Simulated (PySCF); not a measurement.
**(AgH)3 ring (Ag$_{3}$H$_{3}$): what the electrons do**

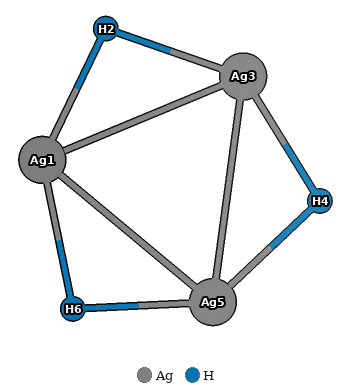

The molecule, with its atoms numbered as below. No frequency check shows the geometry to be a minimum.

Cartesian coordinates (Å):

```
Ag1      1.5760   -0.2751    0.0000
H2       0.7135   -1.8498    0.0000
Ag3     -1.0262   -1.2273    0.0000
H4      -1.9587    0.3070    0.0000
Ag5     -0.5498    1.5024    0.0000
H6       1.2452    1.5428    0.0000
```

## 1. Bonding charge

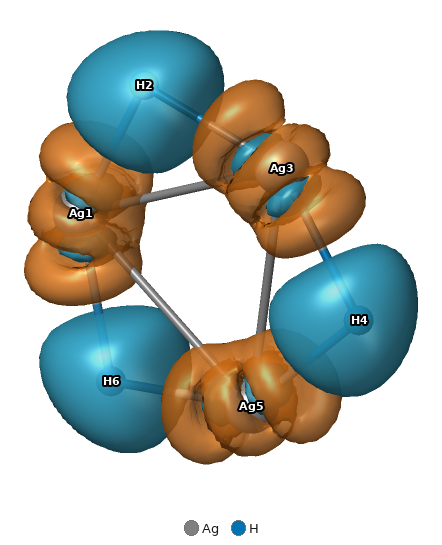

Deformation density (molecule less spherical, spin-averaged free atoms at the same positions), surfaces at ±0.04 e/Å³; light blue: gain, orange: loss.

Method: ωB97X/def2-SVP; geometry: GFN2-xTB; program: PySCF. Core potentials replace the inner electrons of Ag; spin–orbit coupling isn't included.

Question: How much density has each bond gained at its critical point, relative to the free atoms?

Answer: Ag3–H4, Ag1–H2 and Ag5–H6: +0.09 e/Å³ at the bond critical point (bond length 1.79 Å, Mayer order 0.5). H2–Ag3, Ag1–H6 and H4–Ag5: +0.08 e/Å³ at the bond critical point (bond length 1.85 Å, Mayer order 0.5). In all, 1.0 electrons gather in the regions of gain relative to the promolecule. A small or negative value marks a very polar bond, one between electron-rich atoms, whose free-atom densities already overlap strongly, a long bond to a heavier atom, or a closed-shell contact such as a hydrogen bond.

Question: Where do the Hirshfeld charges lie?

Answer: The highest Hirshfeld charge is on Ag1, Ag3 and Ag5 (+0.20 e), the lowest on H2, H4 and H6 (−0.20 e).

## 2. Local ionisation energy

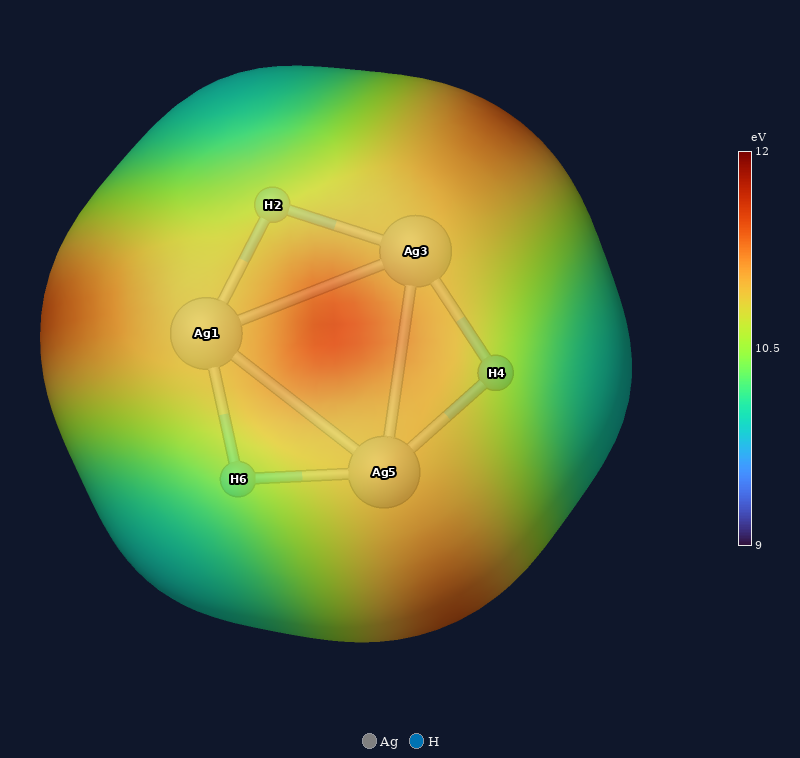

Average local ionisation energy on the surface of electron density 0.001 a.u.

Question: Where are the most loosely bound electrons on this surface?

Answer: The lowest value is 9.9 eV, 1.7 Å from H4, and at like points elsewhere. For comparison, the highest occupied orbital lies at −8.9 eV.

## 3. In an electric field

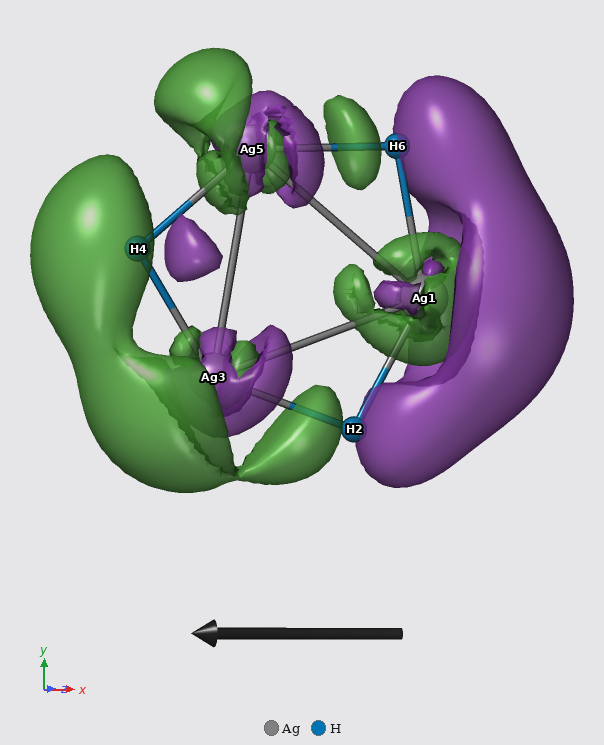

Change of the electron density in a uniform field of 0.26 V/Å along −x (arrow), surfaces at ±0.002 e/Å³ (purple: gain, green: loss).

PySCF calculation, r2SCAN/def2-SVPD, gas phase; geometry: GFN2-xTB. Core potentials replace the inner electrons of Ag; spin–orbit coupling isn't included.

The field was applied in both directions; the picture shows the one opposite to the script's first.

Question: How large is the response?

Answer: The induced dipole is 1.46 D (along the field); α along this axis, from the fields in both directions, is 114 bohr³ (16.9 Å³).

The PySCF runs shown took 7.1 s and 39 s on 1 thread of Intel(R) Xeon(R) 6975P-C (Granite Rapids), with other jobs on the host.
